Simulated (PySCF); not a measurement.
**BCCD(T)/STO-3G run of CHF (SMILES [CH]F)**

Aim: the energy change on altering one bond length of CHF at BCCD(T)/STO-3G, from 2 runs. Input form: a Python script.

The results are computed with PySCF 2.14.0.

22 further runs of the same task are left out: 10 that didn't finish, 12 set aside as unsound or not needed.

### 1 The structure to begin with

CHF has 3 atoms, charge 0, and is taken as a singlet. SMILES: `[CH]F`. The shape is that of a GFN2-xTB optimisation.

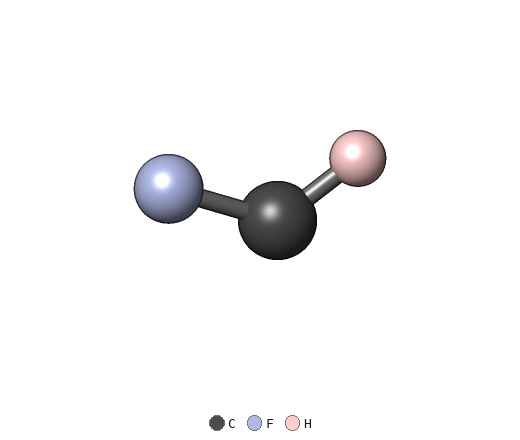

Viewed from a chosen angle; carbon dark grey, fluorine light blue, hydrogen pink.

### 2 The energy at BCCD(T)/STO-3G

Contents of job.py:

```python
from pyscf import gto, scf, cc
from pyscf.cc.bccd import bccd_kernel_

system = gto.M(
    atom='''
C     -0.242131    -0.678771    -0.201010
F      1.832297    -0.021316     1.001876
H     -1.590148     0.700087    -0.800866
''',
    unit='bohr',
    basis='sto-3g',
    max_memory=1860,
    verbose=3,
)

mf = scf.RHF(system)
mf.conv_tol = 1e-10
mf.kernel()
if not mf.converged:
    mf = mf.newton().run(mf.mo_coeff, mf.mo_occ)

mycc = cc.CCSD(mf, frozen=2).run()
mycc = bccd_kernel_(mycc, diis=True)
e_t = mycc.ccsd_t()
energy = mycc.e_tot + e_t
print('Final energy', energy)
```

Command:

```
$ OMP_NUM_THREADS=1 python job.py
```

Log:

```text
converged SCF energy = -135.858590808208
E(CCSD) = -135.9440340776088  E_corr = -0.0854432694007069
BCCD loop starts.

[... 25 lines left out ...]
CCSD converged
[... 26 lines left out ...]
CCSD converged
[... 24 lines left out ...]
CCSD converged
[... 3 lines left out ...]
******** <class 'pyscf.cc.ccsd.CCSD'> ********
CC2 = 0
CCSD nocc = 6, nmo = 9
frozen orbitals 2
max_cycle = 50
direct = 0
conv_tol = 1e-07
conv_tol_normt = 1e-05
diis_space = 6
diis_start_cycle = 0
diis_start_energy_diff = 1e+09
Init E_corr(CCSD) = -0.0911182927568409
cycle = 1  E_corr(CCSD) = -0.0911193780866981  dE = -1.08532986e-06  norm(t1,t2) = 1.64114e-05
cycle = 2  E_corr(CCSD) = -0.0911189083347604  dE = 4.69751938e-07  norm(t1,t2) = 4.31143e-06
cycle = 3  E_corr(CCSD) = -0.0911190801039487  dE = -1.71769188e-07  norm(t1,t2) = 2.16803e-06
cycle = 4  E_corr(CCSD) = -0.0911189490964814  dE = 1.31007467e-07  norm(t1,t2) = 1.02452e-06
cycle = 5  E_corr(CCSD) = -0.091118955886427  dE = -6.78994563e-09  norm(t1,t2) = 4.24972e-07
CCSD converged
E(CCSD) = -135.9425824045382  E_corr = -0.09111895588642703
BCC iter:    3  E:    -135.942582404538  dE:    5.658e-08  |t1|:    1.190e-06
CCSD(T) correction = -0.00617151588537419
Final energy -135.9487539204235
```

It took 1.1 s on 1 thread of Arm Neoverse V1, shared host; peak memory 0.1 GiB.

### 3 The distorted shape at the same level

Contents of calc.py:

```python
from pyscf import gto, cc
from pyscf.cc.bccd import bccd_kernel_

molecule = gto.Mole()
molecule.atom = '''
C     -1.279409    -1.007519    -0.802491
F      1.832297    -0.021316     1.001876
H     -2.627426     0.371339    -1.402347
'''
molecule.verbose = 4
molecule.max_memory = 1860
molecule.charge = 0
molecule.spin = 0
molecule.unit = 'bohr'
molecule.basis = 'sto-3g'
molecule.build()

mf = molecule.RHF()
mf.conv_tol = 1e-10
mf.kernel()
if not mf.converged:
    mf = mf.newton().run(mf.mo_coeff, mf.mo_occ)

mycc = cc.CCSD(mf, frozen=2).run()
mycc = bccd_kernel_(mycc, diis=True)
e_t = mycc.ccsd_t()
e_tot = mycc.e_tot + e_t
print('E(%s) = %.9f' % ('BCCD(T)', e_tot))
```

Command:

```
$ OMP_NUM_THREADS=1 python calc.py
```

Log:

```text
PySCF version 2.14.0

[INPUT] num. atoms = 3
[INPUT] num. electrons = 16
[INPUT] charge = 0
[INPUT] spin (= nelec alpha-beta = 2S) = 0
[INPUT] symmetry False subgroup None
[INPUT] Mole.unit = bohr
[INPUT] Symbol           X                Y                Z      unit          X                Y                Z       unit  Magmom
[INPUT]  1 C     -0.677034086246  -0.533156094369  -0.424659949168 AA   -1.279409000000  -1.007519000000  -0.802491000000 Bohr   0.0
[INPUT]  2 F      0.969609816037  -0.011279941428   0.530169947368 AA    1.832297000000  -0.021316000000   1.001876000000 Bohr   0.0
[INPUT]  3 H     -1.390373962579   0.196504136326  -0.742090074202 AA   -2.627426000000   0.371339000000  -1.402347000000 Bohr   0.0

nuclear repulsion = 19.2203260149067
number of shells = 7
number of NR pGTOs = 33
number of NR cGTOs = 11
basis = sto-3g
ecp = {}

[... 47 lines left out ...]
converged SCF energy = -135.664099561271
[... 12 lines left out ...]
Init t2, MP2 energy = -135.759938795897  E_corr(MP2) -0.0958392346267996
[... 20 lines left out ...]
CCSD converged
[... 31 lines left out ...]
CCSD converged
[... 28 lines left out ...]
CCSD converged
[... 27 lines left out ...]
CCSD converged
[... 20 lines left out ...]
CCSD converged
[... 20 lines left out ...]
CCSD converged
[... 3 lines left out ...]
******** <class 'pyscf.cc.ccsd.CCSD'> ********
CC2 = 0
CCSD nocc = 6, nmo = 9
frozen orbitals 2
max_cycle = 50
direct = 0
conv_tol = 1e-07
conv_tol_normt = 1e-05
diis_space = 6
diis_start_cycle = 0
diis_start_energy_diff = 1e+09
Init E_corr(CCSD) = -0.167472576585177
cycle = 1  E_corr(CCSD) = -0.167472802780893  dE = -2.26195716e-07  norm(t1,t2) = 5.53882e-06
cycle = 2  E_corr(CCSD) = -0.167472372243846  dE = 4.30537047e-07  norm(t1,t2) = 2.10577e-06
cycle = 3  E_corr(CCSD) = -0.167472482568136  dE = -1.10324291e-07  norm(t1,t2) = 1.8144e-06
cycle = 4  E_corr(CCSD) = -0.167472481611864  dE = 9.56272478e-10  norm(t1,t2) = 6.61988e-07
CCSD converged
E(CCSD) = -135.8228542377532  E_corr = -0.1674724816118638
BCC iter:    5  E:    -135.822854237753  dE:    3.557e-07  |t1|:    7.951e-06
CCSD(T) correction = -0.00291580184702717
E(BCCD(T)) = -135.825770040
```

Run time: 1.4 s. Hardware: 1 thread of Arm Neoverse V1, shared host; peak memory 0.12 GiB.

### 4 Results

At BCCD(T)/STO-3G, 2 core orbitals frozen:

```
                                                         quantity          value
                                        first shape: total energy  -135.94875 Eh
         first shape: correlation energy (2 core orbitals frozen)      -90.2 mEh
                                      first shape: (T) correction      -6.17 mEh
                                    distorted shape: total energy  -135.82577 Eh
     distorted shape: correlation energy (2 core orbitals frozen)     -161.7 mEh
                                  distorted shape: (T) correction      -2.92 mEh
energy change with the C1–F2 bond stretched from 1.316 to 1.974 Å       3.347 eV
```

In words: With the C1–F2 bond stretched from 1.316 to 1.974 Å the energy rises by 3.35 eV (323 kJ/mol). The first shape isn't relaxed at this level, so the change isn't measured from a minimum. A restricted reference can't describe the breaking bond well at this length. The minimal basis adds a large error of its own. The triples (first shape) make up 6.8 % of the correlation energy. The triples (distorted shape) make up 1.8 % of the correlation energy.
